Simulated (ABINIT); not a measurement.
Band structure of RbBr (Fm-3m, 2 atoms in the cell).

```xyz
2
Lattice="0.0000 3.4450 3.4450 3.4450 0.0000 3.4450 3.4450 3.4450 0.0000" Properties=species:S:1:pos:R:3 pbc="T T T"
Rb     0.0000     0.0000     0.0000
Br     3.4450     3.4450     3.4450
```

Computed with PBE, norm-conserving pseudopotentials (PseudoDojo nc-sr-05 PBE standard) (plane waves; ABINIT).

Settings: pseudos = [Rb.upf, Br.upf]; ecut = 626 eV; ixc = 11; occopt = 3; tsmear = 0.00073499 Ha; ngkpt = 8 8 8; nshiftk = 1; shiftk = 0 0 0; potentials = PseudoDojo nc-sr-05 PBE standard; kptopt = 1; nstep = 60; tolvrs1 = 1e-11; ndtset = 2.

The starting cell has typed, rounded lattice constants, without a prior relaxation at this level.

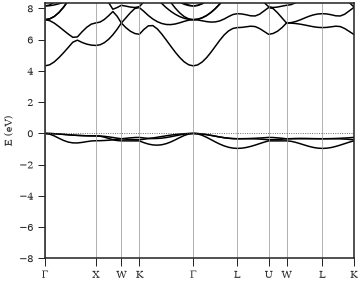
Fig. 1. Bands along the path, energies from the top of the valence band on the SCF mesh.

Question: Read off roughly the gap and where its edges lie.

Answer: The gap along the path is about 4.3 eV (computed: 4.33 eV), direct at Γ to within 0.01 eV.

Levels in eV from the top of the valence band on the SCF mesh, bands 5 to 12:
```tsv
point	5	6	7	8	9	10	11	12
Γ	-8.52	0.00	0.00	0.00	4.33	7.28	7.28	7.28
X	-8.59	-0.47	-0.16	-0.16	5.63	7.07	9.12	9.18
W	-8.51	-0.48	-0.34	-0.34	7.07	7.07	8.20	8.56
K	-8.55	-0.48	-0.41	-0.26	6.35	8.06	8.12	8.81
L	-8.48	-0.96	-0.34	-0.34	6.78	7.67	9.45	9.45
U	-8.55	-0.48	-0.41	-0.26	6.35	8.06	8.12	8.81
```
